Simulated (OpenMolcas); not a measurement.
# AlGeNH4O (SMILES [NH2][GeH]1[O][AlH]1): the vertical ionisation energy, rung by rung

AlGeNH4O: 8 atoms, total charge 0, spin state singlet. As SMILES, `[NH2][GeH]1[O][AlH]1`. The coordinates come from a PBE0-D4/def2-TZVP relaxation. This is one conformer, not always the lowest.

Each level gives the vertical ionisation energy (to the doublet cation) (eV). The values are calculated.

```csv
level,kind,program,value (eV),CPU time (all runs)
BLYP/6-31G* (spherical functions),GGA,OpenMolcas,7.86,2.1 min
PBE/6-31G* (spherical functions),GGA,OpenMolcas,8.00,2.2 min
r2SCAN/6-31G* (spherical functions),meta-GGA,OpenMolcas,8.09,3 min
B3LYP/6-31G* (spherical functions),global hybrid,OpenMolcas,8.18,2.2 min
BHLYP/6-31G* (spherical functions),global hybrid,OpenMolcas,8.17,2 min
M06-2X/6-31G* (spherical functions),hybrid meta-GGA,OpenMolcas,8.26,2.7 min
PBE0/6-31G* (spherical functions),global hybrid,OpenMolcas,8.17,1.9 min
B3LYP/6-31G* (Cartesian functions),global hybrid,OpenMolcas,8.18,2.5 min
```

All-electron rows without a relativistic Hamiltonian named are non-relativistic. The values span 7.86 to 8.26 eV. CPU times are rough (shared hosts, several kinds of processor and program).

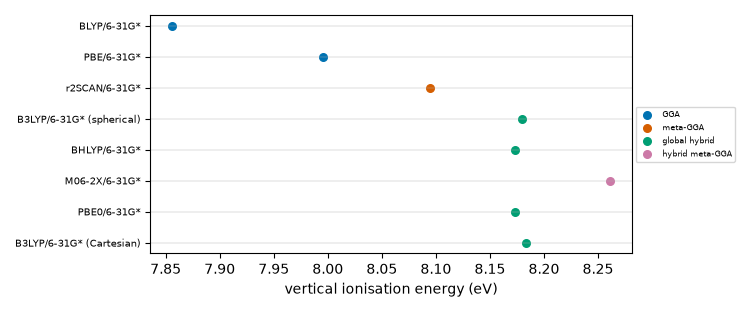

The values of the table, level by level.
